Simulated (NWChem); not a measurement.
# CH4ClFOSn (SMILES [CH3][Sn]([OH])([F])[Cl]) at 4 levels

Wanted: a comparison of 4 runs (HF/STO-3G, HF/3-21G, BLYP/STO-3G, MP2/3-21G) of CH4ClFOSn. 

Program for the calculation: NWChem 7.3.0.

## Step 1: The structure to begin with

CH4ClFOSn: 9 atoms, total charge 0, spin state singlet. As SMILES, `[CH3][Sn]([OH])([F])[Cl]`. Geometry: relaxed at PBE0-D4/def2-TZVP. This is one conformer, not always the lowest.

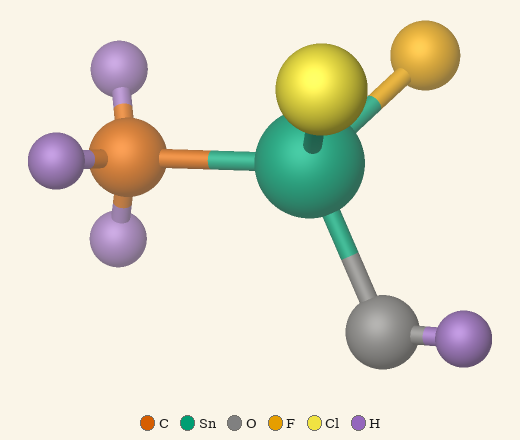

Viewed from a chosen angle; carbon orange, tin teal, oxygen grey, fluorine amber, chlorine yellow, hydrogen purple.

## Step 2: Energy and gradient at HF/STO-3G (run 1)

ch4clfosn.xyz

```xyz
9

C     -1.481600     0.001200    -0.285100
Sn     0.614100     0.111500    -0.108900
O      1.263600    -0.874000     1.430400
F      1.465600    -0.674300    -1.632600
Cl     1.497800     2.248400    -0.042700
H     -1.921600     0.911400     0.118300
H     -1.733700    -0.104600    -1.339000
H     -1.827700    -0.866200     0.275300
H      2.212000    -0.799600     1.567100
```

ch4clfosn.nw

```
echo
start ch4clfosn
memory 2200 mb

geometry units angstroms noautosym nocenter noautoz
  load ch4clfosn.xyz
end

basis spherical bse
  C library STO-3G
  Sn library STO-3G
  O library STO-3G
  F library STO-3G
  Cl library STO-3G
  H library STO-3G
end

scf
  singlet
  rhf
  thresh 1e-08
  maxiter 80
end

task scf gradient
```

On the command line:

```bash
$ nwchem ch4clfosn.nw > ch4clfosn.out
```

The program printed:

```text
[...]
  functions       =    55
[...]
  wavefunction    = RHF
[...]
         Total SCF energy =  -6629.604986714845
      One-electron energy = -10497.620568010349
      Two-electron energy =   3203.105804600580
 Nuclear repulsion energy =    664.909776694923
        Time for solution =      5.0s
[...]
                         RHF ENERGY GRADIENTS
    atom               coordinates                        gradient
                 x          y          z           x          y          z
   1 C      -2.799818   0.002268  -0.538761   -0.018899  -0.004557  -0.003407
   2 Sn      1.160481   0.210704  -0.205791   -0.019679   0.022542   0.006879
   3 O       2.387858  -1.651621   2.703064    0.040323  -0.003402   0.011082
   4 F       2.769582  -1.274242  -3.085167    0.009280  -0.009284  -0.016191
   5 Cl      2.830432   4.248860  -0.080691    0.002583  -0.000093  -0.000847
   6 H      -3.631297   1.722296   0.223555    0.005486   0.009379   0.004629
   7 H      -3.276218  -0.197665  -2.530343    0.005834  -0.000570  -0.009330
   8 H      -3.453852  -1.636881   0.520242    0.004656  -0.007820   0.005878
   9 H       4.180074  -1.511025   2.961390   -0.029585  -0.006195   0.001307
[...]
```

Run time: 8.7 s. Hardware: 1 thread of AMD EPYC 9R45 (Zen 5), shared host; peak memory 0.1 GiB.

## Step 3: Energy and forces at HF/3-21G (run 2)

mol.xyz

```xyz
9
CH4ClFOSn
C     -1.481600     0.001200    -0.285100
Sn     0.614100     0.111500    -0.108900
O      1.263600    -0.874000     1.430400
F      1.465600    -0.674300    -1.632600
Cl     1.497800     2.248400    -0.042700
H     -1.921600     0.911400     0.118300
H     -1.733700    -0.104600    -1.339000
H     -1.827700    -0.866200     0.275300
H      2.212000    -0.799600     1.567100
```

mol.nw

```
start mol
title "CH4ClFOSn"
memory 2200 mb
geometry units angstrom noautosym nocenter noautoz
   load mol.xyz
end
basis spherical bse
   * library 3-21G
end
scf
   thresh 1e-08
   maxiter 80
end
task scf gradient
```

On the command line:

```bash
$ nwchem mol.nw > mol.out
```

The program printed:

```text
[...]
  functions       =    79
[...]
  wavefunction    = RHF
[...]
         Total SCF energy =  -6667.043319054133
      One-electron energy = -10525.946680968922
      Two-electron energy =   3193.993585219865
 Nuclear repulsion energy =    664.909776694923
        Time for solution =      6.1s
[...]
                         RHF ENERGY GRADIENTS
    atom               coordinates                        gradient
                 x          y          z           x          y          z
   1 C      -2.799818   0.002268  -0.538761    0.001632  -0.003268   0.000508
   2 Sn      1.160481   0.210704  -0.205791   -0.000268   0.042286   0.008289
   3 O       2.387858  -1.651621   2.703064    0.001858  -0.012765   0.018476
   4 F       2.769582  -1.274242  -3.085167    0.006285  -0.006257  -0.015282
   5 Cl      2.830432   4.248860  -0.080691   -0.010130  -0.027047  -0.001874
   6 H      -3.631297   1.722296   0.223555    0.002634   0.005405   0.002789
   7 H      -3.276218  -0.197665  -2.530343    0.003917  -0.000444  -0.005480
   8 H      -3.453852  -1.636881   0.520242    0.001332  -0.004449   0.003402
   9 H       4.180074  -1.511025   2.961390   -0.007261   0.006539  -0.010829
[...]
```

Wall time 10 s (1 thread of AMD EPYC 9R45 (Zen 5), shared host); peak memory 0.1 GiB.

Run 3 isn't shown in full; the table further down has it.

## Step 4: Energy and forces at MP2/3-21G (run 4)

run.py

```python
from ase import Atoms
from ase.calculators.nwchem import NWChem

molecule = Atoms('CSnOFClHHHH', positions=[
    [-1.481600, 0.001200, -0.285100],
    [0.614100, 0.111500, -0.108900],
    [1.263600, -0.874000, 1.430400],
    [1.465600, -0.674300, -1.632600],
    [1.497800, 2.248400, -0.042700],
    [-1.921600, 0.911400, 0.118300],
    [-1.733700, -0.104600, -1.339000],
    [-1.827700, -0.866200, 0.275300],
    [2.212000, -0.799600, 1.567100],
])

calc = NWChem(
    label='ch4clfosn',
    theory='mp2',
    memory='2200 mb',
    basis='3-21G',
    basispar='spherical bse',
    scf={'nopen': '0', 'rhf': None, 'thresh': '1e-08', 'maxiter': '80'},
    mp2={'freeze': 'core 26', 'tight': None},
)
molecule.calc = calc

forces = molecule.get_forces()
print(f"energy = {molecule.get_potential_energy():.6f} eV")
print("forces (eV/A):")
for s, f in zip(molecule.symbols, forces):
    print(f"{s:2s} {f[0]:10.5f} {f[1]:10.5f} {f[2]:10.5f}")
```

On the command line:

```bash
$ export ASE_NWCHEM_COMMAND="nwchem PREFIX.nwi > PREFIX.nwo"
$ python run.py
```

The program printed:

```text
energy = -181430.982537 eV
forces (eV/A):
C     0.03327    0.13488    0.03877
Sn   -0.18116   -1.81664   -0.43529
O    -1.17741    0.05348   -0.42063
F    -0.06808    0.02700    0.23778
Cl    0.61465    1.76002    0.09297
H    -0.24960    0.05754    0.00535
H    -0.25927   -0.00977   -0.09318
H    -0.17196   -0.08438    0.02088
H     1.45956   -0.12213    0.55340
```

The calculator wrote ch4clfosn.nwi:

```
title "ch4clfosn"

permanent_dir ch4clfosn

scratch_dir ch4clfosn

start ch4clfosn

geometry units angstrom nocenter noautosym noautoz
  C  -1.4816000000000000e+00 1.1999999999999999e-03 -2.8510000000000002e-01
  Sn 6.1409999999999998e-01 1.1150000000000000e-01 -1.0890000000000000e-01
  O  1.2636000000000001e+00 -8.7400000000000000e-01 1.4303999999999999e+00
  F  1.4656000000000000e+00 -6.7430000000000001e-01 -1.6326000000000001e+00
  Cl 1.4978000000000000e+00 2.2484000000000002e+00 -4.2700000000000002e-02
  H  -1.9216000000000000e+00 9.1139999999999999e-01 1.1830000000000000e-01
  H  -1.7337000000000000e+00 -1.0460000000000000e-01 -1.3390000000000000e+00
  H  -1.8277000000000001e+00 -8.6619999999999997e-01 2.7529999999999999e-01
  H  2.2120000000000002e+00 -7.9959999999999998e-01 1.5670999999999999e+00
end

memory 2200 mb

basis spherical bse noprint
   * library 3-21G
end

scf
  nopen 0
  rhf
  thresh 1e-08
  maxiter 80
end
mp2
  freeze core 26
  tight
end

task mp2 gradient
```

ch4clfosn.nwo, cut to the lines that bear on the results:

```text
[...]
         Total SCF energy =  -6667.043319053632
[...]
                         mp2 ENERGY GRADIENTS
    atom               coordinates                        gradient
                 x          y          z           x          y          z
   1 C      -2.799818   0.002268  -0.538761   -0.000647  -0.002623  -0.000754
   2 Sn      1.160481   0.210704  -0.205791    0.003523   0.035328   0.008465
   3 O       2.387858  -1.651621   2.703064    0.022897  -0.001040   0.008180
[... 5 lines of this table left out ...]
   9 H       4.180074  -1.511025   2.961390   -0.028384   0.002375  -0.010762
[...]
```

Run time: 18 s. Hardware: 1 thread of AMD EPYC 9R45 (Zen 5), shared host; peak memory 0.22 GiB.

## Step 5: All runs side by side

```csv
run,level,iteration cap,module,energy (Eh),dipole moment (D),HOMO energy (eV),LUMO energy (eV),wall time
1,HF/STO-3G,80,scf,-6629.604987,2.32,-9.53,7.69,8.7 s
2,HF/3-21G,80,scf,-6667.043319,2.63,-12.43,2.55,10 s
3,BLYP/STO-3G,100,dft,-6632.927530,2.33,-2.59,2.55,14 s
4,MP2/3-21G,80,mp2,-6667.465684,2.44,-12.43,2.55,18 s
```

## Step 6: Outcome

```
                                                      quantity           value
                                           run 4: total energy  -6667.46568 Eh
run 4: dipole moment (of the density that the program reports)          2.44 D
                    run 4: HOMO energy (Hartree–Fock orbitals)       -12.43 eV
                    run 4: LUMO energy (Hartree–Fock orbitals)         2.55 eV
                  run 4: HOMO–LUMO gap (Hartree–Fock orbitals)        14.98 eV
           run 4: correlation energy (26 core orbitals frozen)      -422.4 mEh
                               run 4: largest force on an atom      1.877 eV/Å
```

The dipole moment (its size) runs from 2.32 D (HF/STO-3G) to 2.63 D (HF/3-21G). Over runs 1, 2, 3 the HOMO–LUMO gap runs from 5.14 eV (BLYP/STO-3G) to 17.21 eV (HF/STO-3G). Exact exchange widens orbital gaps. In runs 1, 3 the basis is minimal, so the values are rough. In runs 1, 2, 3, 4 relativity is left out where basis or elements ask for it. All runs together took 51 s, the longest 18 s.
